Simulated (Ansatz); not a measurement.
**Geometry relaxation, with input and output: Al$_{2}$NH$_{5}$ (part 2 of 2)**

The same run, continued: Al$_{2}$NH$_{5}$; RKS PBE-D4/def2-SVP (Ansatz 0.2.0). 

Geometry of the input (Å):
```
Al -1.1375  1.0540  -0.4768
N  0.4520  0.4051  0.0133
Al 0.9081  -1.2595  0.4706
H  -2.3587  0.0493  -0.5273
H  -1.2590  2.5931  -0.8373
H  0.3933  -1.4686  1.8854
H  2.4131  -1.5597  0.8688
H  -0.2249  -2.3637  0.4544
```

Trajectory as extended XYZ, continued
```
8
Properties=species:S:1:pos:R:3:forces:R:3 step=10 energy=-14748.84013
Al   -1.1533    1.1718   -0.5602   -0.0837   0.0538  -0.0738
N     0.4779    0.5513   -0.2281    0.4207  -0.5032   0.2268
Al    1.4612   -0.7489    0.2494   -0.2110   0.2256  -0.1182
H    -2.4183    0.1945   -0.7033   -0.0343  -0.0930   0.0215
H    -1.4128    2.7353   -0.7552    0.0478   0.1110   0.0096
H    -0.3468   -1.9546    1.6665    0.4320  -0.9475  -0.2050
H     2.5847   -1.8198    0.6361   -0.1271   0.2227  -0.0721
H    -0.0065   -2.6798    1.5457   -0.4443   0.9305   0.2112
8
Properties=species:S:1:pos:R:3:forces:R:3 step=11 energy=-14748.80774 accepted=F
Al   -1.1794    1.1568   -0.5607    0.9778  -0.4084   0.3596
N     0.4595    0.4578   -0.1148   -2.2465   1.8378  -0.7586
Al    1.4351   -0.7991    0.2535    1.1908  -1.3477   0.4489
H    -2.4631    0.1855   -0.6527    0.0365   0.0421  -0.0320
H    -1.3446    2.7352   -0.7869    0.0109  -0.0227  -0.0278
H    -0.3158   -1.9139    1.4745    0.0686  -0.2638   0.0212
H     2.6493   -1.7344    0.6165    0.0415  -0.0735  -0.0018
H    -0.0546   -2.6380    1.6216   -0.0796   0.2362  -0.0094
8
Properties=species:S:1:pos:R:3:forces:R:3 step=12 energy=-14748.87478
Al   -1.1588    1.1758   -0.5625    0.0245  -0.0055  -0.0084
N     0.4603    0.5246   -0.1965   -0.1158   0.0198  -0.0027
Al    1.4474   -0.7617    0.2417    0.0589  -0.0580   0.0245
H    -2.4272    0.1919   -0.6940   -0.0007   0.0017   0.0041
H    -1.3787    2.7507   -0.7643    0.0275   0.0142   0.0026
H    -0.3419   -1.9665    1.5704    0.2922  -0.7006   0.0277
H     2.6064   -1.7692    0.6169    0.0126   0.0291  -0.0164
H    -0.0213   -2.6957    1.6393   -0.2991   0.6993  -0.0314
8
Properties=species:S:1:pos:R:3:forces:R:3 step=13 energy=-14748.88729
Al   -1.1585    1.1933   -0.5741   -0.0118   0.0224  -0.0081
N     0.4568    0.5430   -0.1977   -0.0452  -0.0465   0.0102
Al    1.4672   -0.7346    0.2155    0.0301   0.0044   0.0139
H    -2.4272    0.2094   -0.6980   -0.0033   0.0119  -0.0001
H    -1.3666    2.7698   -0.7872    0.0199  -0.0072   0.0017
H    -0.3761   -2.0522    1.6088    0.0856  -0.2085  -0.0018
H     2.6444   -1.7230    0.5822    0.0063   0.0096  -0.0084
H    -0.0537   -2.7557    1.7016   -0.0817   0.2140  -0.0074
8
Properties=species:S:1:pos:R:3:forces:R:3 step=14 energy=-14748.89209
Al   -1.1663    1.1891   -0.5728    0.0413   0.0074   0.0210
N     0.4377    0.5199   -0.1732   -0.1159  -0.0070  -0.0179
Al    1.4641   -0.7462    0.2300    0.0406   0.0039   0.0080
H    -2.4488    0.2225   -0.6950    0.0026   0.0152  -0.0050
H    -1.3460    2.7677   -0.7982    0.0132  -0.0134  -0.0024
H    -0.3753   -2.0521    1.5731    0.0081  -0.0229  -0.0235
H     2.6608   -1.7154    0.5786    0.0102  -0.0076   0.0032
H    -0.0399   -2.7356    1.7083   -0.0002   0.0244   0.0166
8
Properties=species:S:1:pos:R:3:forces:R:3 step=15 energy=-14748.90475
Al   -1.1954    1.1778   -0.5683    0.0203  -0.0192   0.0086
N     0.3518    0.4057   -0.1495    0.0138  -0.0839   0.0206
Al    1.4727   -0.7760    0.2583   -0.0550   0.1026  -0.0361
H    -2.5252    0.2866   -0.7297   -0.0078   0.0099  -0.0066
H    -1.2828    2.7651   -0.7778    0.0159   0.0084   0.0016
H    -0.3368   -2.0395    1.4704   -0.0264   0.0678  -0.0456
H     2.7143   -1.6904    0.5934   -0.0033  -0.0102   0.0097
H    -0.0123   -2.6793    1.7541    0.0426  -0.0754   0.0478
8
Properties=species:S:1:pos:R:3:forces:R:3 step=16 energy=-14748.90498
Al   -1.1962    1.1770   -0.5684    0.0215  -0.0201   0.0091
N     0.3496    0.4027   -0.1487    0.0150  -0.0847   0.0206
Al    1.4726   -0.7770    0.2594   -0.0569   0.1044  -0.0368
H    -2.5269    0.2874   -0.7311   -0.0077   0.0101  -0.0068
H    -1.2813    2.7645   -0.7774    0.0156   0.0085   0.0016
H    -0.3352   -2.0379    1.4677   -0.0243   0.0637  -0.0437
H     2.7151   -1.6901    0.5945   -0.0037  -0.0102   0.0097
H    -0.0113   -2.6767    1.7550    0.0405  -0.0718   0.0464
8
Properties=species:S:1:pos:R:3:forces:R:3 step=17 energy=-14748.88369 accepted=F
Al   -1.2399    1.1902   -0.5921    0.0680  -0.0604   0.0325
N     0.2282    0.2860   -0.1289    0.1727  -0.2302   0.0514
Al    1.4667   -0.7857    0.2789   -0.3408   0.3077  -0.1023
H    -2.6423    0.4173   -0.8202    0.1142   0.0492   0.0115
H    -1.1896    2.7919   -0.7761    0.0166  -0.1034   0.0182
H    -0.2453   -2.1195    1.3870    0.3867  -0.7220   0.6769
H     2.7530   -1.6421    0.6119   -0.0429   0.0238  -0.0101
H     0.0554   -2.6883    1.8903   -0.3746   0.7352  -0.6781
8
Properties=species:S:1:pos:R:3:forces:R:3 step=18 energy=-14748.91039
Al   -1.2253    1.1754   -0.5841    0.0917  -0.0080   0.0172
N     0.2830    0.3412   -0.1401   -0.0007  -0.0916   0.0164
Al    1.4525   -0.7876    0.2781   -0.0700   0.0974  -0.0343
H    -2.5830    0.3358   -0.7899    0.0051   0.0320  -0.0073
H    -1.2242    2.7710   -0.7705   -0.0251  -0.0271   0.0011
H    -0.2743   -2.0424    1.4487    0.0345  -0.0817   0.0391
H     2.7092   -1.6781    0.6222   -0.0053   0.0042  -0.0013
H     0.0482   -2.6652    1.7865   -0.0301   0.0747  -0.0308
8
Properties=species:S:1:pos:R:3:forces:R:3 step=19 energy=-14748.91089
Al   -1.2265    1.1754   -0.5987   -0.0056  -0.0132   0.0391
N     0.2438    0.2852   -0.1313   -0.0337  -0.0428  -0.0148
Al    1.4473   -0.8055    0.2911   -0.0882   0.1165  -0.0407
H    -2.6223    0.4062   -0.8416    0.0663  -0.0259  -0.0024
H    -1.2244    2.7749   -0.7616    0.0712  -0.0319   0.0111
H    -0.2500   -2.0619    1.4392    0.1119  -0.1938   0.1312
H     2.7220   -1.6712    0.6328   -0.0169   0.0027  -0.0024
H     0.0965   -2.6531    1.8211   -0.1050   0.1886  -0.1213
8
Properties=species:S:1:pos:R:3:forces:R:3 step=20 energy=-14748.91963
Al   -1.2571    1.1891   -0.6205   -0.0652   0.0525  -0.0278
N     0.1464    0.2180   -0.1461    0.0752  -0.0772   0.0195
Al    1.4120   -0.7925    0.2759   -0.0307  -0.0094   0.0240
H    -2.6533    0.4723   -0.9727    0.0138   0.0098  -0.0054
H    -1.1502    2.7893   -0.6918   -0.0074   0.0034   0.0045
H    -0.2077   -2.1096    1.5067    0.0474  -0.0622   0.0465
H     2.6756   -1.6648    0.6353    0.0234   0.0201  -0.0261
H     0.2205   -2.6519    1.8642   -0.0565   0.0631  -0.0352
8
Properties=species:S:1:pos:R:3:forces:R:3 step=21 energy=-14748.92237
Al   -1.2702    1.1910   -0.6290   -0.0470   0.0273  -0.0498
N     0.0945    0.1663   -0.1487    0.0865  -0.0695   0.0358
Al    1.3959   -0.8007    0.2711   -0.0527   0.0253  -0.0024
H    -2.6627    0.5061   -1.0656    0.0451   0.0575   0.0145
H    -1.1159    2.7937   -0.6358   -0.0363  -0.0526   0.0085
H    -0.2002   -2.1237    1.5504    0.0731  -0.0650   0.0485
H     2.6932   -1.6369    0.5983   -0.0027   0.0058  -0.0117
H     0.2515   -2.6458    1.9102   -0.0661   0.0712  -0.0434
8
Properties=species:S:1:pos:R:3:forces:R:3 step=22 energy=-14748.92258
Al   -1.2759    1.1921   -0.6629   -0.0642   0.0802   0.0715
N     0.0532    0.1280   -0.1617    0.0782  -0.0616   0.0058
Al    1.3742   -0.8094    0.2685   -0.0644   0.0284  -0.0274
H    -2.6755    0.5529   -1.1527    0.0973   0.0617  -0.0057
H    -1.1030    2.7975   -0.5676   -0.0388  -0.1343  -0.0391
H    -0.1677   -2.1330    1.5964    0.0318  -0.0284   0.0228
H     2.6828   -1.6345    0.5802   -0.0076   0.0100  -0.0049
H     0.2982   -2.6436    1.9507   -0.0322   0.0440  -0.0230
8
Properties=species:S:1:pos:R:3:forces:R:3 step=23 energy=-14748.92372
Al   -1.2850    1.1857   -0.6390   -0.0171   0.0857  -0.0837
N     0.0424    0.1082   -0.1526    0.0077  -0.0165   0.0215
Al    1.3703   -0.8262    0.2634   -0.0683   0.0375  -0.0184
H    -2.6678    0.5777   -1.2161    0.1146   0.0307   0.0650
H    -1.1152    2.7932   -0.5434   -0.0240  -0.1575   0.0233
H    -0.1547   -2.1181    1.6114   -0.0019   0.0079  -0.0015
H     2.6880   -1.6433    0.5590   -0.0155   0.0071  -0.0082
H     0.3083   -2.6272    1.9682    0.0046   0.0051   0.0020
8
Properties=species:S:1:pos:R:3:forces:R:3 step=24 energy=-14748.92574
Al   -1.2765    1.1856   -0.6402   -0.0240   0.0369  -0.0310
N     0.0600    0.1225   -0.1526    0.0124  -0.0106   0.0106
Al    1.3743   -0.8290    0.2631   -0.0399   0.0252  -0.0109
H    -2.6555    0.5530   -1.1860    0.0643   0.0247   0.0235
H    -1.1285    2.7891   -0.5457   -0.0087  -0.0868   0.0112
H    -0.1660   -2.1028    1.5963   -0.0060   0.0139  -0.0057
H     2.6865   -1.6520    0.5632   -0.0079   0.0005  -0.0063
H     0.2919   -2.6165    1.9528    0.0098  -0.0038   0.0086
8
Properties=species:S:1:pos:R:3:forces:R:3 step=25 energy=-14748.92728
Al   -1.2754    1.1822   -0.6444   -0.0136   0.0049   0.0070
N     0.0558    0.1141   -0.1550   -0.0025   0.0072  -0.0043
Al    1.3676   -0.8408    0.2574   -0.0144   0.0069  -0.0019
H    -2.6405    0.5494   -1.2163    0.0354   0.0250   0.0011
H    -1.1372    2.7798   -0.5029   -0.0094  -0.0474  -0.0014
H    -0.1623   -2.0786    1.6032   -0.0185   0.0266  -0.0144
H     2.6785   -1.6665    0.5520    0.0012  -0.0047  -0.0053
H     0.2998   -2.5897    1.9569    0.0219  -0.0185   0.0193
8
Properties=species:S:1:pos:R:3:forces:R:3 step=26 energy=-14748.93019
Al   -1.2762    1.1701   -0.6494   -0.0187  -0.0094   0.0385
N     0.0367    0.0799   -0.1599   -0.0687   0.0700  -0.0383
Al    1.3472   -0.8793    0.2390    0.0445  -0.0356   0.0193
H    -2.5991    0.5599   -1.3351    0.0393   0.0439  -0.0033
H    -1.1682    2.7531   -0.3716   -0.0150  -0.0563  -0.0225
H    -0.1437   -2.0105    1.6352   -0.0481   0.0542  -0.0318
H     2.6589   -1.7097    0.5098    0.0155  -0.0142  -0.0041
H     0.3306   -2.5135    1.9830    0.0513  -0.0526   0.0422
8
Properties=species:S:1:pos:R:3:forces:R:3 step=27 energy=-14748.93082
Al   -1.2770    1.1577   -0.6505   -0.0905   0.0252   0.0164
N     0.0225    0.0502   -0.1650   -0.1286   0.1247  -0.0611
Al    1.3273   -0.9211    0.2178    0.0977  -0.0710   0.0354
H    -2.5508    0.5774   -1.4649    0.1224   0.0958   0.0583
H    -1.2131    2.7219   -0.2368   -0.0232  -0.1505  -0.0615
H    -0.1220   -1.9389    1.6723   -0.0621   0.0635  -0.0341
H     2.6381   -1.7605    0.4624    0.0201  -0.0175  -0.0041
H     0.3613   -2.4366    2.0157    0.0641  -0.0703   0.0508
8
Properties=species:S:1:pos:R:3:forces:R:3 step=28 energy=-14748.93324
Al   -1.2814    1.1601   -0.6498   -0.0269   0.0455   0.0124
N     0.0215    0.0565   -0.1664   -0.0893   0.0783  -0.0373
Al    1.3289   -0.9120    0.2186    0.0685  -0.0557   0.0275
H    -2.5551    0.5908   -1.4558    0.0482   0.0371   0.0191
H    -1.2107    2.7255   -0.2622   -0.0147  -0.0953  -0.0273
H    -0.1191   -1.9591    1.6785   -0.0350   0.0339  -0.0141
H     2.6393   -1.7524    0.4654    0.0147  -0.0099  -0.0060
H     0.3630   -2.4593    2.0226    0.0346  -0.0340   0.0254
8
Properties=species:S:1:pos:R:3:forces:R:3 step=29 energy=-14748.93365
Al   -1.2845    1.1672   -0.6555    0.0183  -0.0431   0.0268
N     0.0082    0.0554   -0.1584    0.0108  -0.0057   0.0091
Al    1.3048   -0.9315    0.2389   -0.0658   0.0801  -0.0554
H    -2.5416    0.6076   -1.4888    0.0243   0.0253   0.0018
H    -1.2223    2.7232   -0.2530   -0.0056  -0.0276  -0.0096
H    -0.1008   -1.9567    1.6927   -0.0562   0.0421  -0.0152
H     2.6233   -1.7643    0.4552    0.0310  -0.0292   0.0105
H     0.3991   -2.4510    2.0198    0.0434  -0.0418   0.0320
8
Properties=species:S:1:pos:R:3:forces:R:3 step=30 energy=-14748.93554
Al   -1.2883    1.1560   -0.6484    0.0267   0.0228  -0.0178
N     0.0083    0.0448   -0.1668    0.0035  -0.0095   0.0125
Al    1.3106   -0.9393    0.2133   -0.0314   0.0341  -0.0235
H    -2.5140    0.6222   -1.5404    0.0032   0.0075   0.0105
H    -1.2448    2.7006   -0.1989   -0.0137  -0.0387   0.0017
H    -0.1078   -1.9293    1.7219    0.0090   0.0035   0.0017
H     2.6282   -1.7792    0.4234    0.0032  -0.0147   0.0089
H     0.3941   -2.4258    2.0470   -0.0005  -0.0050   0.0060
8
Properties=species:S:1:pos:R:3:forces:R:3 step=31 energy=-14748.93150 accepted=F
Al   -1.2748    1.1542   -0.6881   -0.1495   0.2257   0.1791
N     0.0145    0.0376   -0.2177    0.0162  -0.0016  -0.0391
Al    1.3169   -0.9449    0.1466    0.1399  -0.1338   0.0560
H    -2.4705    0.6741   -1.6428    0.0152  -0.0126  -0.0614
H    -1.3200    2.6508   -0.0660    0.0322  -0.1429  -0.1026
H    -0.0927   -1.8944    1.8050    0.1254  -0.1137   0.0729
H     2.6146   -1.8215    0.3797   -0.0635   0.0501  -0.0161
H     0.3984   -2.4060    2.1342   -0.1158   0.1288  -0.0888
8
Properties=species:S:1:pos:R:3:forces:R:3 step=32 energy=-14748.93686
Al   -1.2892    1.1556   -0.6583   -0.0250   0.0585  -0.0113
N     0.0027    0.0387   -0.1825    0.0084  -0.0129   0.0084
Al    1.3024   -0.9502    0.1893    0.0168  -0.0128   0.0007
H    -2.4853    0.6507   -1.6077    0.0191   0.0087   0.0158
H    -1.2802    2.6792   -0.1357   -0.0069  -0.0532  -0.0124
H    -0.0878   -1.9078    1.7616    0.0307  -0.0260   0.0225
H     2.6123   -1.8052    0.4010   -0.0135   0.0065  -0.0022
H     0.4113   -2.4110    2.0833   -0.0295   0.0312  -0.0214
8
Properties=species:S:1:pos:R:3:forces:R:3 step=33 energy=-14748.93736
Al   -1.2882    1.1528   -0.6642   -0.0508   0.0626   0.0012
N    -0.0002    0.0306   -0.1916    0.0323  -0.0289   0.0100
Al    1.2967   -0.9651    0.1746    0.0042  -0.0042  -0.0034
H    -2.4579    0.6726   -1.6595    0.0302   0.0102   0.0178
H    -1.3112    2.6548   -0.0816   -0.0002  -0.0547  -0.0227
H    -0.0807   -1.8811    1.7929    0.0548  -0.0413   0.0258
H     2.6041   -1.8271    0.3773   -0.0225   0.0106   0.0006
H     0.4236   -2.3875    2.1030   -0.0480   0.0456  -0.0292
8
Properties=species:S:1:pos:R:3:forces:R:3 step=34 energy=-14748.93772
Al   -1.2900    1.1519   -0.6649   -0.0412   0.0546  -0.0038
N    -0.0034    0.0269   -0.1947    0.0280  -0.0252   0.0108
Al    1.2916   -0.9721    0.1687    0.0045  -0.0051  -0.0014
H    -2.4432    0.6848   -1.6844    0.0228   0.0067   0.0159
H    -1.3258    2.6438   -0.0598    0.0003  -0.0452  -0.0174
H    -0.0704   -1.8680    1.8052    0.0417  -0.0338   0.0217
H     2.5963   -1.8382    0.3697   -0.0174   0.0100  -0.0014
H     0.4312   -2.3790    2.1111   -0.0387   0.0380  -0.0243
8
Properties=species:S:1:pos:R:3:forces:R:3 step=35 energy=-14748.93815
Al   -1.2906    1.1497   -0.6655   -0.0209   0.0029  -0.0049
N    -0.0065    0.0193   -0.1984    0.0111  -0.0042   0.0047
Al    1.2848   -0.9861    0.1605   -0.0047   0.0037  -0.0027
H    -2.4183    0.7007   -1.7195    0.0129   0.0064   0.0082
H    -1.3505    2.6210   -0.0216    0.0022  -0.0092  -0.0052
H    -0.0566   -1.8388    1.8206    0.0040  -0.0021   0.0029
H     2.5850   -1.8572    0.3574    0.0001  -0.0002  -0.0010
H     0.4390   -2.3586    2.1174   -0.0047   0.0027  -0.0020
8
Properties=species:S:1:pos:R:3:forces:R:3 step=36 energy=-14748.93806
Al   -1.2949    1.1435   -0.6606    0.0139   0.0185  -0.0260
N    -0.0082    0.0129   -0.2003   -0.0068   0.0039   0.0056
Al    1.2844   -0.9929    0.1509   -0.0044  -0.0023   0.0029
H    -2.3996    0.7130   -1.7451   -0.0025  -0.0018   0.0128
H    -1.3643    2.6057    0.0028   -0.0064  -0.0137   0.0037
H    -0.0525   -1.8194    1.8340    0.0027   0.0030  -0.0043
H     2.5834   -1.8666    0.3429    0.0013  -0.0016   0.0008
H     0.4379   -2.3461    2.1264    0.0022  -0.0059   0.0045
```

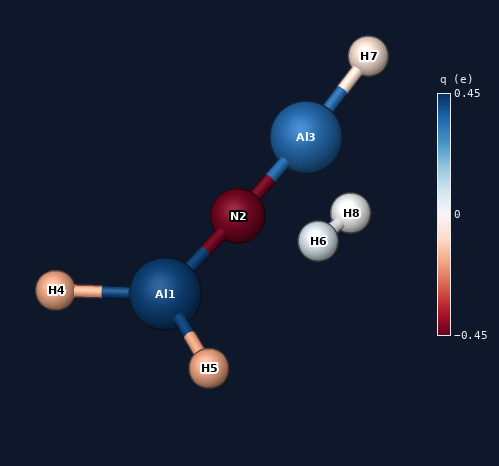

**Figure 1.** Mulliken charges, as the colour of each atom (ball-and-stick view, seen at a tilt; atoms are numbered from 1 in the order of the input). By element: Al +0.35 to +0.42, N −0.43 and H −0.17 to +0.05 e.
